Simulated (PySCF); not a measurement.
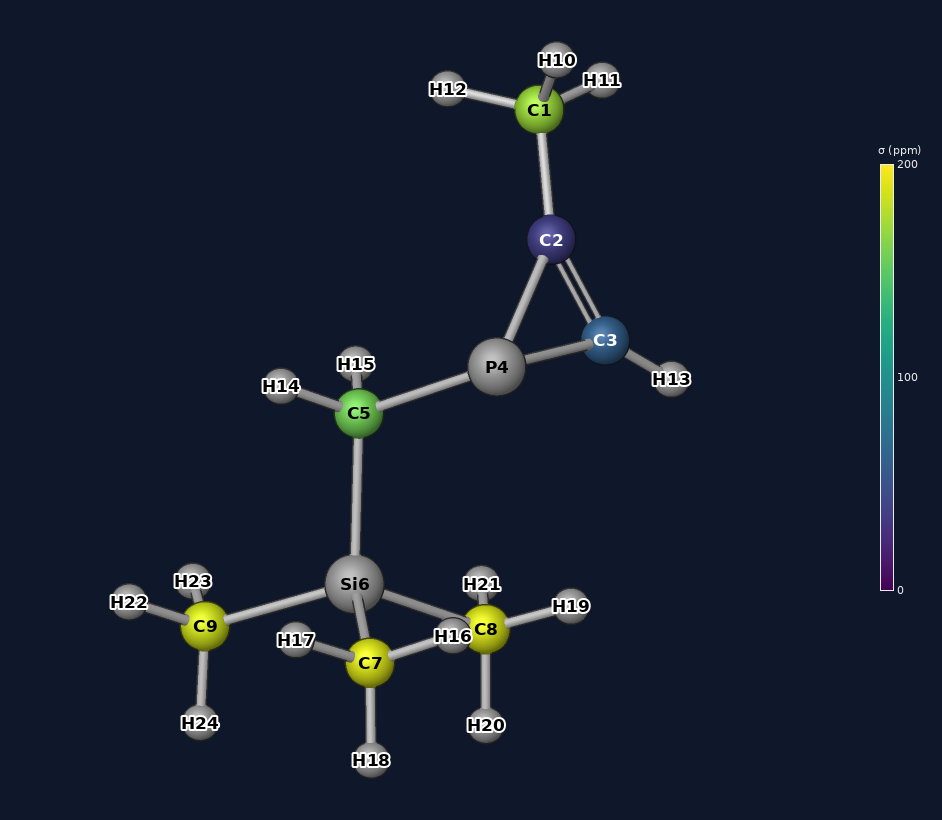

Atoms are coloured by their isotropic NMR shieldings (C only, the others grey). The geometry was computed by an optimisation with GFN2-xTB. No frequency run is at hand to confirm it as a minimum. Method: GIAO PBE0/pcSseg-1 NMR shielding, non-relativistic, gas phase (PySCF 2.14.0).

### Which C atom is the most shielded (lowest chemical shift)?

C7 (188.4 ppm).

### Which C atom is the least shielded (highest chemical shift)?

C2 (36.8 ppm).

### How wide is the range of C shifts?

151.6 ppm.

List the isotropic NMR shieldings of the C atoms.

```csv
atom,σ (ppm)
C1,169.7
C2,36.8
C3,61.3
C5,157.1
C7,188.4
C8,187.8
C9,185.6
```

The geometry is semi-empirical. Around P, Si such bond lengths and angles can be off by a tenth of an ångström or more and by several degrees, and values that hang on the shape move with them.
